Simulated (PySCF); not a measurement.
# Yb: ionisation energy with spin-orbit coupling

Each state of ytterbium is computed at each level; their differences give the ionisation energy. How far do the methods differ?

Program: PySCF 2.14.0. Level of theory: two-component X2C-1e, generalised determinants. These are calculated values, not measurements, unless marked.

## Step 1: Starting point

```
Element                                   : ytterbium (Z = 70)
Basis                                     : x2c-SVPall-2c (7s10p9d3f1g, 112 functions)
Hamiltonian                               : two-component X2C-1e, Gaussian nucleus, no Breit or QED terms; spin-orbit coupling, run by run: off; screened by Boettger's factors
Core shells frozen in the correlated runs : [Ar] 3d10 (for Yb)
State 1                                   : Yb: [Xe] 4f14 6s2
Needed too, but not shown                 : Yb+ [Xe] 4f14 6s1 (2S)
Methods                                   : GHF, GMP2
```

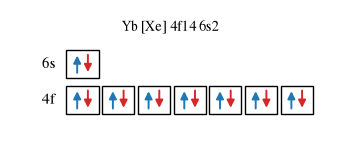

The shells outside the core, filled by Hund's rule for the drawing.

All steps ran in one process of a driver on top of PySCF, which takes the settings above as its task.

The integrals over 112 functions and the set-up took 18 s of CPU time.

## Step 2: Yb

Level: GHF (spin-free).

What it wrote:

```text
cycle= 1 E= -14048.6205014727  delta_E= -1.4e+04  |FDS-SDF|= 0.00829
cycle= 2 E= -14048.6204838233  delta_E= 1.76e-05  |FDS-SDF|= 0.00425
cycle= 3 E= -14048.6205453539  delta_E= -6.15e-05  |FDS-SDF|= 0.00295
cycle= 4 E= -14048.6206160230  delta_E= -7.07e-05  |FDS-SDF|= 2.59e-05
cycle= 5 E= -14048.6206160335  delta_E= -1.05e-08  |FDS-SDF|= 5.24e-06
```

It used 7.2 s of CPU time after the integrals (shared host).

Occupied spinors (without spin-orbit coupling the j labels only name the start):

| spinor shell | electrons | mean energy (eV) | weight of the nominal j | rms radius (bohr) |
| --- | --- | --- | --- | --- |
| 1s1/2 | 2 | -61643.1 | 1.000 | 0.0223 |
| 2s1/2 | 2 | -10575.4 | 1.000 | 0.0901 |
| 2p3/2 | 4 | -9319.7 | 0.833 | 0.0816 |
| 2p1/2 | 2 | -9319.7 | 0.667 | 0.0816 |
| 3s1/2 | 2 | -2439.3 | 1.000 | 0.231 |
| 3p1/2 | 2 | -2053.7 | 0.667 | 0.232 |
| 3p3/2 | 4 | -2053.7 | 0.833 | 0.232 |
| 3d5/2 | 6 | -1580.6 | 0.800 | 0.212 |
| 3d3/2 | 4 | -1580.6 | 0.700 | 0.212 |
| 4s1/2 | 2 | -507.37 | 1.000 | 0.519 |
| 4p3/2 | 4 | -378.36 | 0.834 | 0.554 |
| 4p1/2 | 2 | -378.36 | 0.667 | 0.554 |
| 4d5/2 | 6 | -205.40 | 0.799 | 0.607 |
| 4d3/2 | 4 | -205.40 | 0.698 | 0.607 |
| 5s1/2 | 2 | -66.190 | 1.000 | 1.31 |
| 5p1/2 | 2 | -33.836 | 0.667 | 1.58 |
| 5p3/2 | 4 | -33.836 | 0.833 | 1.58 |
| 4f7/2 | 8 | -13.465 | 0.782 | 0.860 |
| 4f5/2 | 6 | -13.465 | 0.709 | 0.860 |
| 6s1/2 | 2 | -5.307 | 1.000 | 4.56 |

M_J = 0, ⟨J²⟩ = 0.000, ⟨L²⟩ = 0.000, ⟨S²⟩ = 0.000.

Level: GMP2 (spin-free).

The driver printed no log here.

CPU time 7.6 s on a shared host, the integrals not counted.

With 42 electrons correlated and 16 very high virtual spinors dropped, the MP2 correlation energy is -1.29399 hartree. Largest pairs: 4f5/2-4f7/2 -0.2151, 4f7/2-4f7/2 -0.1289, 4f5/2-4f5/2 -0.0697, 4d5/2-4f7/2 -0.0695, 4f7/2-5p3/2 -0.0648.

Level: GHF (screened spin-orbit).

What it wrote:

```text
cycle= 1 E= -14061.7013557599  delta_E= -1.41e+04  |FDS-SDF|= 0.0724
cycle= 2 E= -14061.7134143680  delta_E= -0.0121  |FDS-SDF|= 0.00398
cycle= 3 E= -14061.7135379708  delta_E= -0.000124  |FDS-SDF|= 0.00411
cycle= 4 E= -14061.7136744605  delta_E= -0.000136  |FDS-SDF|= 0.000638
cycle= 5 E= -14061.7136818326  delta_E= -7.37e-06  |FDS-SDF|= 8.08e-05
cycle= 6 E= -14061.7136820270  delta_E= -1.94e-07  |FDS-SDF|= 1.5e-05
cycle= 7 E= -14061.7136820352  delta_E= -8.25e-09  |FDS-SDF|= 1.6e-06
```

CPU time 7.7 s on a shared host, the integrals not counted.

The outer occupied spinors:

| spinor shell | electrons | mean energy (eV) | weight of the nominal j | rms radius (bohr) |
| --- | --- | --- | --- | --- |
| 4d3/2 | 4 | -211.20 | 1.000 | 0.600 |
| 4d5/2 | 6 | -201.34 | 1.000 | 0.612 |
| 5s1/2 | 2 | -66.149 | 1.000 | 1.31 |
| 5p1/2 | 2 | -38.415 | 1.000 | 1.49 |
| 5p3/2 | 4 | -31.959 | 1.000 | 1.62 |
| 4f5/2 | 6 | -14.270 | 1.000 | 0.851 |
| 4f7/2 | 8 | -12.701 | 1.000 | 0.869 |
| 6s1/2 | 2 | -5.311 | 1.000 | 4.56 |

M_J = 0, ⟨J²⟩ = 0.000, ⟨L²⟩ = 0.107, ⟨S²⟩ = 0.107.

Level: GMP2 (screened spin-orbit).

No log was kept for this step.

It used 5.3 s of CPU time after the integrals (shared host).

With 42 electrons correlated and 16 very high virtual spinors dropped, the MP2 correlation energy is -1.29622 hartree. Largest pairs: 4f5/2-4f7/2 -0.2169, 4f7/2-4f7/2 -0.1323, 4d5/2-4f7/2 -0.0706, 4f5/2-4f5/2 -0.0662, 4f7/2-5p3/2 -0.0646.

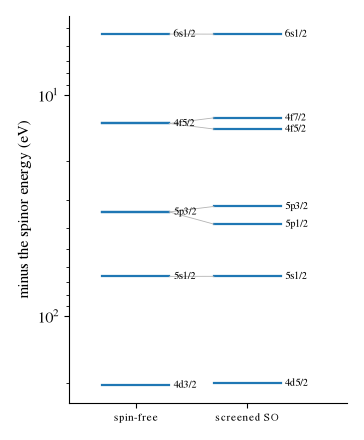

The highest 7 spinor levels of Yb on a logarithmic scale, without and with spin-orbit coupling.

## Step 3: The energy differences

Ionisation energy: Yb [Xe] 4f14 6s2 → Yb+ [Xe] 4f14 6s1 [6s1/2^1, M_J = 1/2].

| method | value (eV) | error (eV) |
| --- | --- | --- |
| GHF (spin-free) | 5.112 | -1.142 |
| GMP2 (spin-free) | 5.994 | -0.260 |
| GHF (screened spin-orbit) | 5.115 | -1.139 |
| GMP2 (screened spin-orbit) | 5.998 | -0.256 |

Reference: 6.254 eV (measured; NIST Atomic Spectra Database, ionization energies). The spin-free rows have the spin-orbit operator switched off.

The differences also use runs on Yb+ [Xe] 4f14 6s1 (2S), which are not shown here.

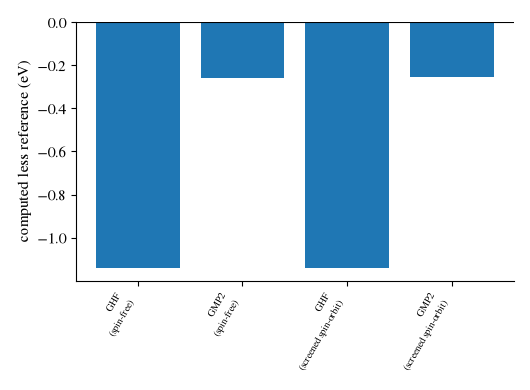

Computed less reference values by method.

## Step 4: Outcome

| quantity | value |
| --- | --- |
| ionisation energy, Yb | GHF (spin-free) 5.112, GMP2 (screened spin-orbit) 5.998 eV; reference 6.254 |

Accuracy by level (over 1 difference):

| method | mean absolute miss against the measured value (with the measured fine structure taken into account where it is known) (eV) |
| --- | --- |
| GHF (spin-free) | 1.142 |
| GMP2 (spin-free) | 0.260 |
| GHF (screened spin-orbit) | 1.139 |
| GMP2 (screened spin-orbit) | 0.256 |

What this shows: Against experiment GMP2 (screened spin-orbit) comes closest (off by 0.26 eV), level with GMP2 (spin-free) and GHF (spin-free) is farthest (1.14 eV). Spin-orbit coupling moves the difference by +0.003 eV at GMP2. All values hold for this basis alone; no basis-set limit was taken.
